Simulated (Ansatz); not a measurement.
FH3N2SZn

The calculation's input:

```
crystal:
  periodic: [false, false, false]
  atoms:
    - {symbol: F, position_ang: [-0.044520, -1.358074, 1.536277]}
    - {symbol: N, position_ang: [-0.287347, 1.464870, -0.514361]}
    - {symbol: N, position_ang: [-1.450387, 1.572214, -1.320688]}
    - {symbol: S, position_ang: [-2.754183, 0.621042, -0.557049]}
    - {symbol: Zn, position_ang: [-1.056101, -0.332849, 0.523960]}
    - {symbol: H, position_ang: [-0.194543, 2.221551, 0.172461]}
    - {symbol: H, position_ang: [0.544288, 1.471166, -1.108100]}
    - {symbol: H, position_ang: [-1.762429, 2.543615, -1.357877]}
basis:
  gaussian: {orbitals: def2-TZVPD}
hamiltonian: {xc: pbe0}
output: {forces: true, orbitals: {seedname: orbitals}}
```

Run with:

```sh
ansatz run input.yaml --threads 2 --pin off --max-ram 4350MiB --events-out events.jsonl --progress --plain --runs-dir runs
```

Geometry: PBE0-D3(BJ)/def2-SVP.

These are results of isolated molecule in a Gaussian basis; Kohn-Sham density functional theory, functional PBE0 in Ansatz 0.2.0, not measurements.

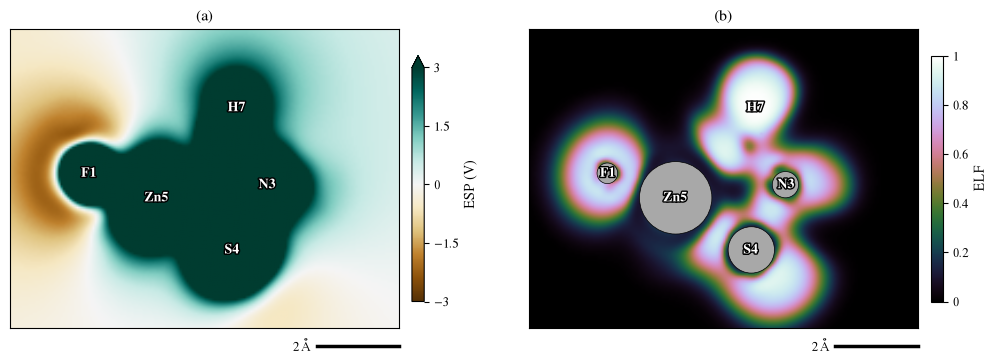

Figure 1. (a) electrostatic potential; (b) ELF on the plane of atoms N3, S4 and Zn5. Grey discs cover the atomic cores in the ELF map.

### What do the fields say about this system?

The plane passes through F, N, S, Zn and H nuclei. Zn–F (1.76 Å): the ELF peaks at about 0.80 in the valence shell of F, 0.5 Å from its nucleus, and is about 0.15 at the midpoint. S–N (1.79 Å): the ELF peaks at about 0.85 between the atoms (localised, covalent bonding). Zn–S (2.23 Å): the ELF peaks at about 0.85 in the valence shell of S, 0.9 Å from its nucleus, and is about 0.60 at the midpoint. The ELF also peaks beside S4 and F1, away from the bonds: lone-pair regions. Outside the dense part of the molecule the potential is most negative (−2.3 V) near F1.

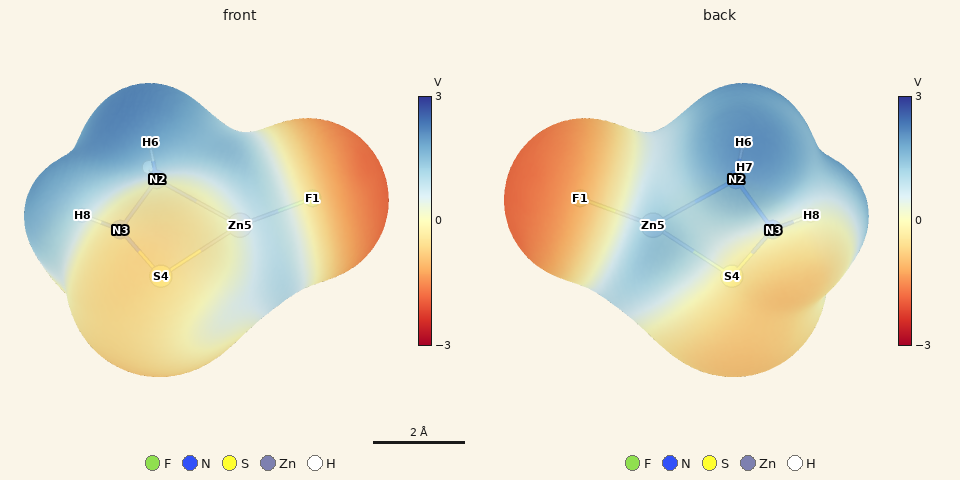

Figure 2. The electrostatic potential painted on the density surface at 0.001 e/bohr³, seen from the front and from behind; the colour scale runs from red (negative) to blue (positive).

### Where is the surface potential most negative and most positive?

The most negative region (about −1.8 V) lies over F1, the most positive (about +2.2 V) over H6.

### What dipole moment does the calculation give?

Its dipole moment is 4.76 D.

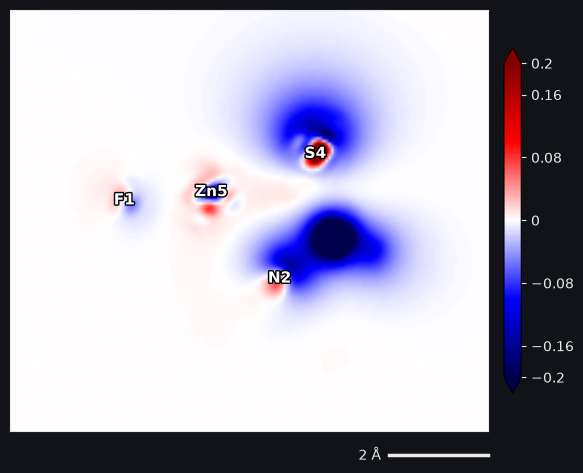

Figure 3. The HOMO on the plane of atoms F1, Zn5 and N2 (values in Å⁻³ᐟ²; the overall sign is arbitrary).

### What is the character of this orbital?

It lies mainly on S4 (about 65 %), N3 (about 20 %) and Zn5 (about 5 %). Its energy is −6.32 eV.
